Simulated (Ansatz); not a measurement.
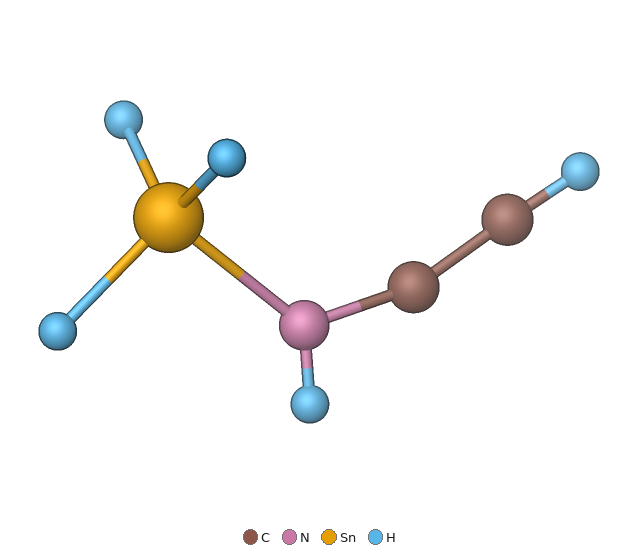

Starting geometry of the run.

The calculation was set up as follows.

```yaml
crystal:
  periodic: [false, false, false]
  atoms:
    - {symbol: C, position_ang: [1.017170, 2.148714, -0.569729]}
    - {symbol: C, position_ang: [1.007143, 0.858348, -0.554806]}
    - {symbol: N, position_ang: [0.673702, -0.416600, -0.328703]}
    - {symbol: Sn, position_ang: [-1.005946, -1.074530, 0.546106]}
    - {symbol: H, position_ang: [1.076751, 3.096981, -0.492877]}
    - {symbol: H, position_ang: [1.350975, -0.831005, -0.655551]}
    - {symbol: H, position_ang: [-2.291764, -0.579856, -0.246647]}
    - {symbol: H, position_ang: [-0.765077, -2.761602, 0.281903]}
    - {symbol: H, position_ang: [-0.920443, -0.516405, 1.939215]}
basis:
  gaussian: {orbitals: def2-mTZVPP}
magnetization: {spin_polarized: true, initial_magnetization: 2}
hamiltonian: {xc: {name: r2SCAN50}}
output: {forces: true}
```

It was started with:

```sh
ansatz run in.yaml --threads 2 --pin off --events-out ev --progress --plain --max-ram 4352MiB
```

Output:

```
Functional definition: r2SCAN50
  name "r2SCAN50"
  cite "Bursch, Neugebauer, Ehlert & Grimme, J. Chem. Phys. 156, 134105 (2022) doi:10.1063/5.0086040"
  cite "Furness, Kaplan, Ning, Perdew & Sun, J. Phys. Chem. Lett. 11, 8208 (2020) doi:10.1021/acs.jpclett.0c02405"
  cite "Furness, Kaplan, Ning, Perdew & Sun, J. Phys. Chem. Lett. 11, 9248 (2020) doi:10.1021/acs.jpclett.0c03077"
  parent r2scan
  parameter a = 0.5
  parameter k0 = 0.174
  parameter k1 = 0.065
  parameter a1 = 4.9479
  exchange = (1 - a)*r2scan_x(k0 = k0, k1 = k1, a1 = a1) + a*exact_x
  correlation = r2scan_c
1230 factors; integrals over basis functions are off by at most 9.2e-4 eV
mean field evaluation 1: about -9462.4467 eV, gradient 3.0e1 eV
mean field evaluation 2: about -9462.3532 eV, gradient 2.9e1 eV
mean field evaluation 4: about -9467.0244 eV, gradient 2.9e0 eV
mean field evaluation 8: about -9467.1485 eV, gradient 5.2e-1 eV
mean field evaluation 16: about -9467.1586 eV, gradient 6.5e-2 eV
mean field evaluation 32: about -9467.1634 eV, gradient 4.4e-3 eV
mean field evaluation 64: about -9467.0951 eV, gradient 5.0e-1 eV
mean field -9467.16344869 eV, -347.9118396655 hartree, gradient 6.1e-7 eV, S^2 2.020401; 4 other end points of the search recorded, 0 dependent functions left out
the calculation of the forces begins
reference -9467.16346248 eV, -347.9118401723 hartree; 24, 22 occupied and 99, 101 virtual orbitals, 1230 factors
Total energy: -9467.16346248 eV, -347.9118401723 hartree
Atom 0 at     1.017170     2.148714    -0.569729 Å, force    -1.392856    -5.399166     0.504936 eV/Å
Atom 1 at     1.007143     0.858348    -0.554806 Å, force     1.472272    -2.424080    -1.577480 eV/Å
Atom 2 at     0.673702    -0.416600    -0.328703 Å, force    -6.754699     9.659924     3.126533 eV/Å
Atom 3 at    -1.005946    -1.074530     0.546106 Å, force    -0.112376    -3.367332    -2.195767 eV/Å
Atom 4 at     1.076751     3.096981    -0.492877 Å, force     0.171879     5.910047     0.599677 eV/Å
Atom 5 at     1.350975    -0.831005    -0.655551 Å, force     8.098411    -6.673673    -3.719056 eV/Å
Atom 6 at    -2.291764    -0.579856    -0.246647 Å, force    -1.368541     0.620035    -0.982778 eV/Å
Atom 7 at    -0.765077    -2.761602     0.281903 Å, force    -0.245156     0.407774     0.368381 eV/Å
Atom 8 at    -0.920443    -0.516405     1.939215 Å, force     0.131067     1.266470     3.875555 eV/Å
Dipole moment:    -0.202488    -0.262680     0.186597 e Å
```

The run converged.

The spin state was imposed, and no run here compares it with a lower spin, which may lie lower.
